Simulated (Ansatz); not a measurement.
Al3CrN4

```
Al Cr N
1.0
     2.90199    0.00000    0.00000
     0.00000    2.90199    0.00000
     0.00000    0.00000    8.19624
Al Cr N
3 1 4
Direct
  0.50000 0.50000 0.25102
  0.00000 0.00000 0.50000
  0.50000 0.50000 0.74898
  0.00000 0.00000 0.00000
  0.00000 0.00000 0.25374
  0.50000 0.50000 0.50000
  0.00000 0.00000 0.74626
  0.50000 0.50000 0.00000
```

Space group P4/mmm; a structure generated by program, which may or may not match a known phase; spin-polarised.

These are results of DFT PBE, scalar-relativistic, plane waves, PAW (Ansatz 0.2.0), not measurements.

> What will maps of the valence pseudo-density, electron localisation function and spin density show?

Al–N (2.02 Å): ρ is about 0.53 e/Å³ halfway; the ELF peaks at about 0.85 in the valence shell of N, 0.8 Å from its nucleus, and is about 0.80 at the midpoint.
Cr–N (2.05 Å): the density is about 0.57 e/Å³ at the midpoint; the ELF peaks at about 0.80 in the valence shell of N, 0.7 Å from its nucleus, and is about 0.25 at the midpoint (no localised pair shows between them).
The spin density sits on Cr: +2.3 μB in one cell of 8 atoms: parallel main moments, as they must be, since the calculation's own cell holds one magnetic site. The cell of the calculation (8 atoms) carries 2.9 μB of net spin moment.
Bader's partition of the density gives Al +2.48, Cr +1.52 and N −2.47 to −1.83 e.

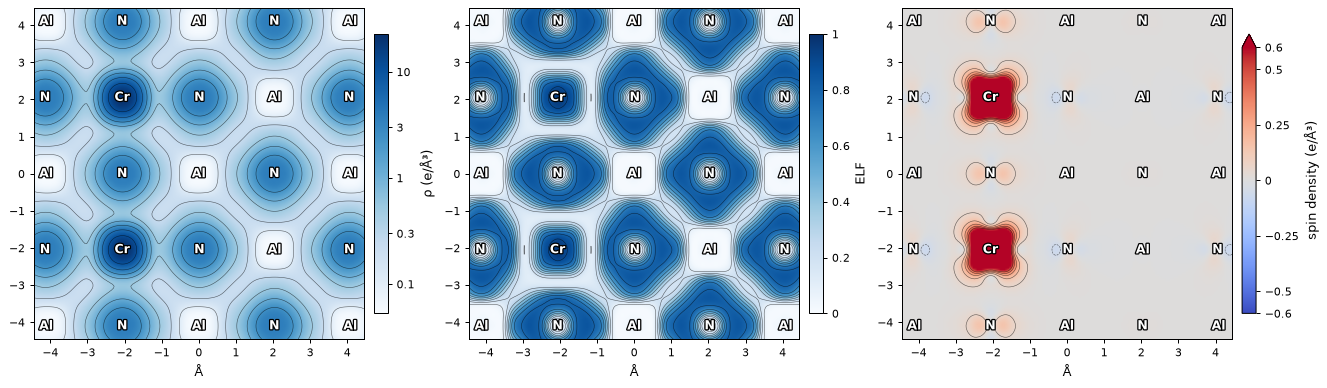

Computed valence pseudo-density, electron localisation function and spin density on the (11̄0) plane of the conventional cell, in this order. 

In a PAW calculation such maps are meaningful between the atoms, not at the nuclei.
